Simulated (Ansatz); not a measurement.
## Electronic structure of Cl···C2H4 (SMILES [Cl-].C=C) (charge −1) in real space

```xyz
7

Cl   -0.0454   -0.0296   -3.4041
C    -0.2492    0.4286    0.8842
C     0.2603   -0.4198    0.0020
H    -0.7999    1.3068    0.5597
H    -0.1415    0.2875    1.9572
H     0.8103   -1.2960    0.3395
H     0.1554   -0.2839   -1.0791
```

Geometry: rigid move from PBE0-D4/def2-TZVP.

These are results of RKS PBE0-D4/def2-TZVPPD (Ansatz 0.2.0), not measurements.

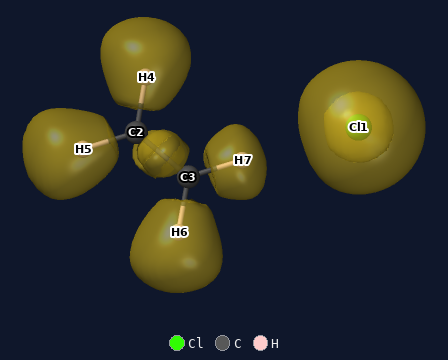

Figure 1. Isosurface of the ELF at 0.75 (yellow), seen across its widest extent. Only the valence region is drawn (cores and ρ < 0.01 e/Å³ removed).

> What do the ELF domains correspond to?

At this value the surface marks out one region between bonded C–C atoms (shared pairs), four regions around hydrogen nuclei and one region wrapped around Cl (its valence shell).


Cl1···H7 (2.35 Å): the ELF dips to about 0.10 between them. C–C (1.33 Å): the ELF peaks at about 0.95 between the atoms; a multiple bond.

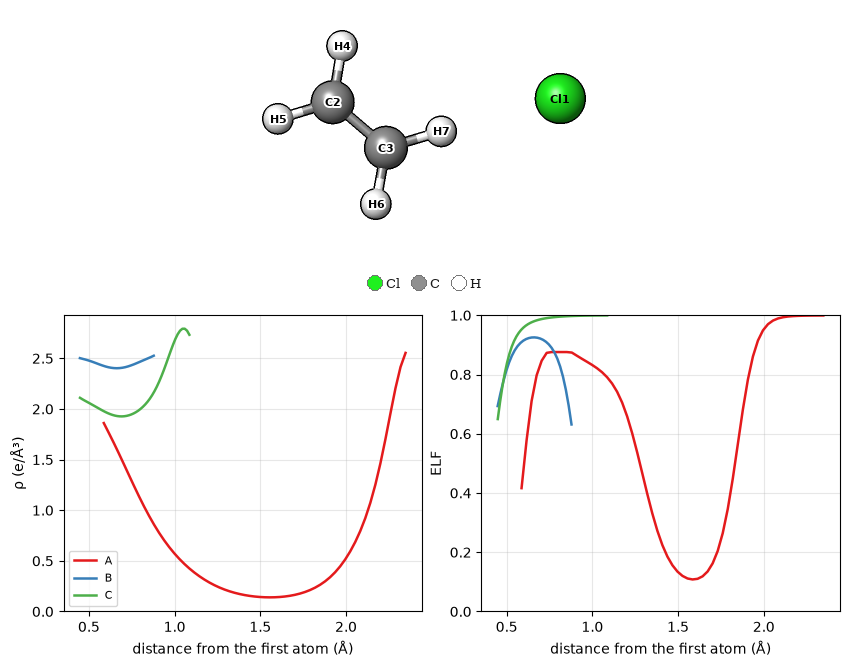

Figure 2. Electron density and ELF along straight lines between neighbouring atoms. The curves leave out the atomic cores. The structure is drawn too.

> Which curve belongs to which contact (Cl–H, C–C and C–H)? The first atom named is at distance zero.

Curve A: Cl1···H7 (2.35 Å): the density falls to about 0.14 e/Å³ on the way; the ELF dips to about 0.10 between them. Curve B: C–C (1.33 Å): the density is about 2.4 e/Å³ at the midpoint; the ELF peaks at about 0.95 between the atoms: a multiple bond. Curve C: C–H (1.09 Å): the density is about 2 e/Å³ at the midpoint; the ELF climbs to about 1 towards the hydrogen, as it does in any bond to H (a covalent bond by its length).
